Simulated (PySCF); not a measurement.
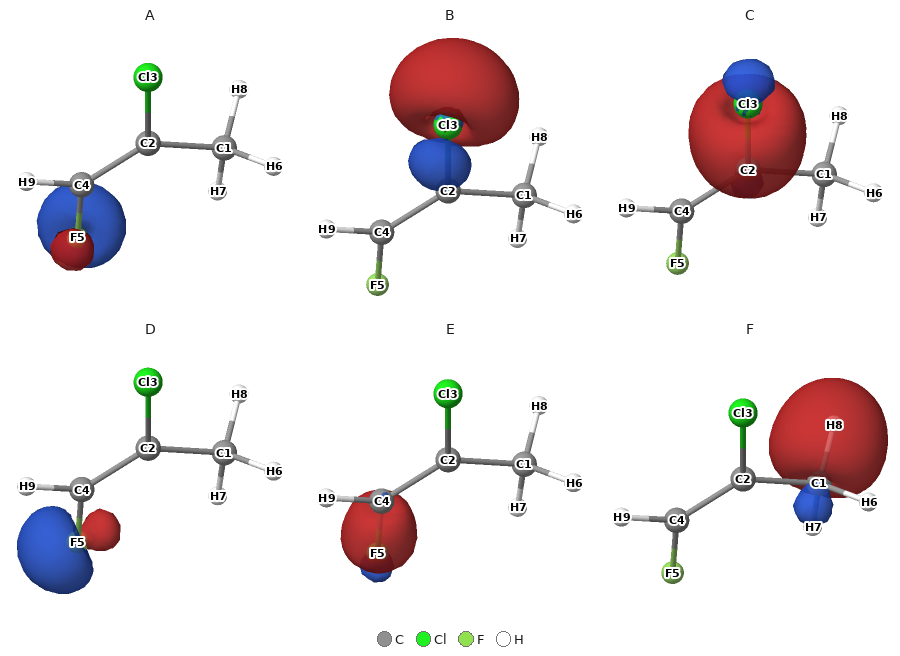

C3H4ClF, SMILES `C/C(Cl)=C\F`. Foster–Boys orbitals, occupied; each surface holds about 80 % of the orbital's density. Energies are diagonal elements of the Fock matrix.

PySCF calculation, TPSSh/def2-SVPD, gas phase; geometry: GFN2-xTB. No frequency check shows the geometry to be a minimum. GFN2-xTB bond lengths at metals and heavier atoms can be off by up to 0.1 Å and shapes distorted, which carries into these values.

Input

```python
import numpy as np
from pyscf import gto, scf, dft, lo
from pyscf.data.elements import chemcore

def solve(mol, dm0=None, hcore=None):
    mf = (dft.UKS if mol.spin else dft.RKS)(mol, xc='tpssh')
    mf.grids.level = 3
    mf = mf.density_fit(auxbasis='def2-universal-jkfit')
    mf.conv_tol, mf.max_cycle = 1e-8, 80
    if hcore is not None:
        mf.get_hcore = lambda *args: hcore
    mf.kernel(dm0)
    if not mf.converged:
        mf = mf.newton().run(mf.mo_coeff, mf.mo_occ, max_cycle=30)
    assert mf.converged, 'SCF not converged'
    return mf

mol = gto.M(atom='''
C     -0.17664    -1.62997    -0.00006
C      0.01885    -0.15442    -0.00009
Cl     1.65827     0.39289     0.00006
C     -0.94046     0.75999    -0.00020
F     -2.23739     0.40429     0.00018
H      0.29048    -2.07048     0.87944
H     -1.23874    -1.86016     0.00254
H      0.28581    -2.06999    -0.88204
H     -0.80225     1.82934    -0.00055
''', basis='def2-svpd', charge=0, spin=0, verbose=4)
mf = solve(mol)
occ_all = mf.mo_coeff[:, mf.mo_occ > 0]
occ = occ_all[:, chemcore(mol):]
bo = lo.Boys(mol, occ)
loc = bo.kernel()
for _ in range(5):
    new, stable = bo.stability(return_status=True)
    if stable:
        break
    loc = bo.kernel(new)
fock, s = mf.get_fock(), mf.get_ovlp()
ortho = lo.orth_ao(mol, 'meta_lowdin')
labels = mol.ao_labels(fmt=None)
vir = loc[:, :0]
both = np.hstack([loc, vir])
p = (ortho.T @ s @ both) ** 2
pop = np.array([p[[l[0] == a for l in labels]].sum(0) for a in range(mol.natm)])
spd = np.array([[p[[l[0] == a and l[2][-1] == k for l in labels]].sum(0) for k in 'spd'] for a in range(mol.natm)])
eps = np.einsum('pi,pq,qi->i', both, fock, both)
for i in np.argsort(eps):
    top = np.argsort(-pop[:, i])[:3]
    print('%3d %s %9.4f Eh ' % (i + 1, 'occ' if i < loc.shape[1] else 'vir', eps[i]), '  '.join('%s%d %.3f' % (mol.atom_symbol(a), a + 1, pop[a, i]) for a in top))
np.savez('result.npz', c=both, nocc=loc.shape[1], pop=pop, spd=spd, eps=eps, e=mf.e_tot)
```

Launched as:

```sh
OMP_NUM_THREADS=1 python input.py
```

The run took 55 s on 1 thread of Intel(R) Xeon(R) Processor @ 2.50GHz (Skylake/Cascade Lake), on a shared host, peak memory 0.6 GiB.

**What does each orbital represent in a Lewis picture?**

By panel:
- A: lone pair on F5 (sp2.8-type) (F5 97 %; −16.1 eV)
- B: lone pair on Cl3 (sp2.6-type) (Cl3 98 %; −12.1 eV)
- C: σ bond Cl3–C2 (Cl3 56 %, C2 42 %; −16.9 eV)
- D: lone pair on F5 (sp2.4-type) (F5 98 %; −16.4 eV)
- E: σ bond F5–C4 (F5 69 %, C4 30 %; −22.2 eV)
- F: σ bond C1–H8 (C1 55 %, H8 44 %; −13.1 eV)
